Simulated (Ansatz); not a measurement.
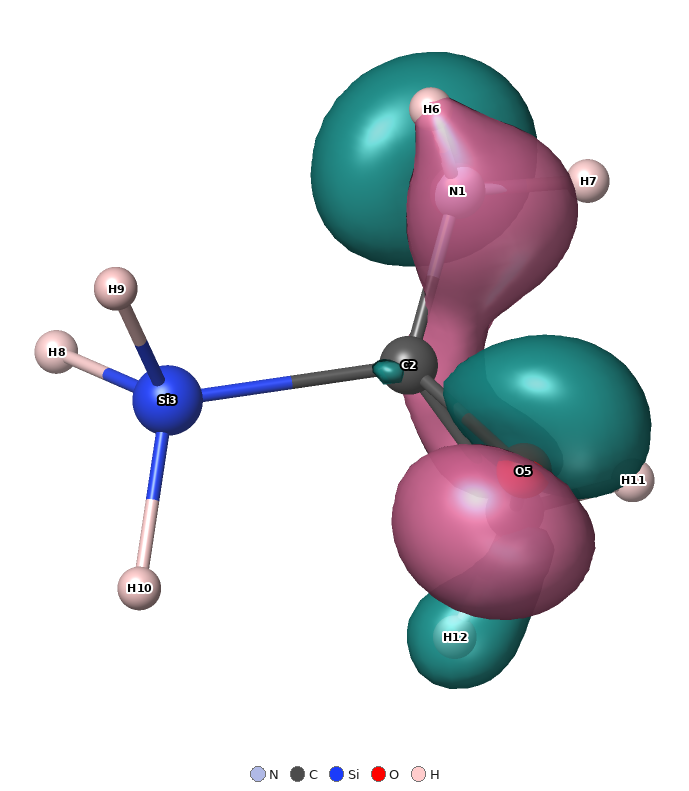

Figure. C$_{2}$H$_{7}$NOSi (SMILES NC1([SiH3])CO1). The HOMO at ±0.15 Å⁻³ᐟ² (teal and pink are the two phases), seen at a tilt.

Level of theory: RKS PBE/6-31G* in Ansatz 0.2.0.

Input file:

```
crystal:
  periodic: [false, false, false]
  atoms:
    - { symbol: "N", position_ang: [-1.0444, 1.2236, 0.3081] }
    - { symbol: C, position_ang: [-0.3063, 0.0712, -0.0332] }
    - { symbol: Si, position_ang: [1.5683, 0.2444, -0.1669] }
    - { symbol: C, position_ang: [-0.7555, -1.2902, 0.2985] }
    - { symbol: O, position_ang: [-0.9154, -0.7624, -1.0408] }
    - { symbol: H, position_ang: [-0.9243, 2.0084, -0.4054] }
    - { symbol: H, position_ang: [-2.0574, 1.0502, 0.1982] }
    - { symbol: H, position_ang: [2.22487, 0.63673, 1.12754] }
    - { symbol: H, position_ang: [1.9436, 1.35471, -1.18886] }
    - { symbol: H, position_ang: [2.20783, -0.99567, -0.63845] }
    - { symbol: H, position_ang: [-1.7563, -1.3807, 0.8957] }
    - { symbol: H, position_ang: [-0.1315, -2.1241, 0.4684] }
basis:
  gaussian: { orbitals: "6-31G*" }
hamiltonian:
  xc: pbe
relax:
  f_tol: 0.015
  max_steps: 40
output:
  orbitals: {}
```

Command:

```sh
ansatz run input.yaml --threads 2 --pin off --max-ram 3072MiB --backend cpu --events-out ev --progress --plain --runs-dir out
```

The fields are those of the relaxed geometry.

**Where does this orbital lie, and at what energy?**

It lies mainly on O5 (about 45 %), N1 (about 35 %), C2 (about 5 %) and C4 (about 5 %); largely a combination of lone pairs on O5 and N1. Its energy is −5.55 eV.
